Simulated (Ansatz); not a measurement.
## Two runs on GaN₂H₉

System: GaN₂H₉.
Method of run 1: RKS PBE-D4/def2-TZVPP (Ansatz 0.2.0).

The geometry comes from this level: PBE0-D4/def2-TZVP. Text and figures count atoms from 1; the logs count them from 0 in places.

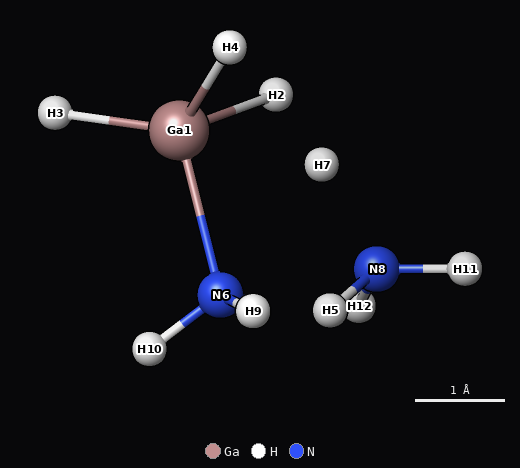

Figure 1. The structure as given in the input (ball-and-stick view, seen at a tilt; atoms are numbered from 1 in the order of the input). Sticks mark near contacts. Bond lengths as drawn: Ga–H 1.57 to 1.79 Å, Ga–N 1.93 Å and H–N 1.01 to 1.05 Å.

### Input, run 1
```yaml
crystal:
  periodic: [false, false, false]
  atoms:
    - {symbol: Ga, position_ang: [-1.083518, 0.510703, -1.060245]}
    - {symbol: H, position_ang: [0.688341, 0.573428, -1.302155]}
    - {symbol: H, position_ang: [-1.499596, -0.501097, -2.192995]}
    - {symbol: H, position_ang: [-1.435916, 2.045238, -1.076857]}
    - {symbol: H, position_ang: [0.650218, -0.472247, 1.000309]}
    - {symbol: N, position_ang: [-1.137456, -0.268688, 0.707633]}
    - {symbol: H, position_ang: [1.155274, 0.198702, -0.522359]}
    - {symbol: N, position_ang: [1.625311, -0.343840, 0.627080]}
    - {symbol: H, position_ang: [-1.588210, 0.341084, 1.379572]}
    - {symbol: H, position_ang: [-1.654251, -1.140073, 0.723337]}
    - {symbol: H, position_ang: [2.172389, 0.282609, 1.202443]}
    - {symbol: H, position_ang: [2.107516, -1.225819, 0.514238]}
basis:
  gaussian: {orbitals: def2-TZVPP}
hamiltonian: {xc: pbe, dispersion: d4}
```

Launched with:
```bash
ansatz run in.yaml --threads 4 --pin off --events-out ev --progress --plain --max-ram 9574MiB
```

Hardware: 4 threads of Arm Neoverse V1, 23 GiB of memory available, shared host.

### Output (run 1)
```
Functional definition: PBE
  parameter kappa = 0.804
  parameter beta = 0.06672455060314922
  exchange = pbe_x(kappa = kappa, mu = beta*pi^2/3)
  correlation = pbe_c(beta = beta)
1209 factors; their error is unknown
mean field evaluation 1: about -55476.8621 eV, gradient 9.8e1 eV
mean field evaluation 2: about -55405.7499 eV, gradient 1.8e2 eV
mean field evaluation 4: about -55492.9689 eV, gradient 1.8e1 eV
mean field evaluation 8: about -55493.5648 eV, gradient 1.2e-1 eV
mean field evaluation 16: about -55493.5395 eV, gradient 1.3e-4 eV
mean field -55493.53947149 eV, -2039.3499607054 hartree, gradient 4.4e-5 eV, S^2 0.000000; 0 other end points of the search recorded, 0 dependent functions left out
reference -55493.53951716 eV, -2039.3499623836 hartree; 27, 27 occupied and 209, 209 virtual orbitals, 1209 factors
Total energy: -55493.73740750 eV, -2039.3572347194 hartree
```

The input of run 2 differs as follows (lines with − go, lines with + come):
```diff
-    - {symbol: Ga, position_ang: [-1.083518, 0.510703, -1.060245]}
-    - {symbol: H, position_ang: [0.688341, 0.573428, -1.302155]}
-    - {symbol: H, position_ang: [-1.499596, -0.501097, -2.192995]}
-    - {symbol: H, position_ang: [-1.435916, 2.045238, -1.076857]}
-    - {symbol: H, position_ang: [0.650218, -0.472247, 1.000309]}
-    - {symbol: N, position_ang: [-1.137456, -0.268688, 0.707633]}
-    - {symbol: H, position_ang: [1.155274, 0.198702, -0.522359]}
-    - {symbol: N, position_ang: [1.625311, -0.343840, 0.627080]}
-    - {symbol: H, position_ang: [-1.588210, 0.341084, 1.379572]}
-    - {symbol: H, position_ang: [-1.654251, -1.140073, 0.723337]}
-    - {symbol: H, position_ang: [2.172389, 0.282609, 1.202443]}
-    - {symbol: H, position_ang: [2.107516, -1.225819, 0.514238]}
+    - {symbol: Ga, position_ang: [-0.901707, 0.152882, -0.281503]}
+    - {symbol: H, position_ang: [2.359657, 0.975706, -2.350088]}
+    - {symbol: H, position_ang: [-0.910278, -0.803432, -1.537320]}
+    - {symbol: H, position_ang: [-0.813240, 1.722959, -0.419248]}
+    - {symbol: H, position_ang: [0.751543, -0.663656, 1.419676]}
+    - {symbol: N, position_ang: [-1.750876, -0.500697, 1.269003]}
+    - {symbol: H, position_ang: [1.616334, 0.980036, -2.274058]}
+    - {symbol: N, position_ang: [1.048482, -0.279033, 0.525870]}
+    - {symbol: H, position_ang: [-2.280730, 0.176009, 1.800623]}
+    - {symbol: H, position_ang: [-2.337903, -1.313367, 1.141433]}
+    - {symbol: H, position_ang: [1.638021, 0.528501, 0.686001]}
+    - {symbol: H, position_ang: [1.580797, -0.975906, 0.019611]}
```

Predict how the results change.

With the same method and basis, run 2 lies 17.1 kcal/mol lower.

### Output (run 2)
```
Functional definition: PBE
  parameter kappa = 0.804
  parameter beta = 0.06672455060314922
  exchange = pbe_x(kappa = kappa, mu = beta*pi^2/3)
  correlation = pbe_c(beta = beta)
1209 factors; their error is unknown
mean field evaluation 1: about -55476.1726 eV, gradient 1.0e2 eV
mean field evaluation 2: about -55399.4887 eV, gradient 1.8e2 eV
mean field evaluation 4: about -55493.3902 eV, gradient 2.3e1 eV
mean field evaluation 8: about -55494.3060 eV, gradient 1.1e-1 eV
mean field evaluation 16: about -55494.2879 eV, gradient 9.2e-5 eV
mean field -55494.28789327 eV, -2039.3774646985 hartree, gradient 2.5e-5 eV, S^2 0.000000; 0 other end points of the search recorded, 0 dependent functions left out
reference -55494.28794121 eV, -2039.3774664601 hartree; 27, 27 occupied and 209, 209 virtual orbitals, 1209 factors
Total energy: -55494.47677141 eV, -2039.3844058420 hartree
```

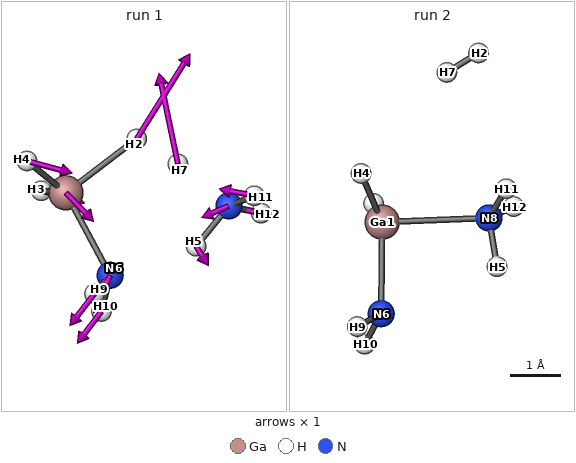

Figure 2. The two input geometries at one scale (ball-and-stick view, seen at a tilt). The pink arrows on the first give the shifts of the atoms after the best rigid fit, at true length. The atom that moves furthest after the best rigid fit is H2 (2.06 Å). Largest moves by element: H 2.06 Å, N 0.85 Å, Ga 0.84 Å. Among the contacts that change: Ga1–H2 1.789 → 3.949 Å, Ga1–N8 3.304 → 2.154 Å, H2–H7 0.983 → 0.747 Å, Ga1–N6 1.933 → 1.885 Å.

### The two runs side by side

```tsv
quantity	run 1	run 2
outcome	converged	converged
total energy (hartree)	−2039.357235	−2039.384406
basis functions	236	236
wall time (shared host)	1.7 s	1.6 s
```
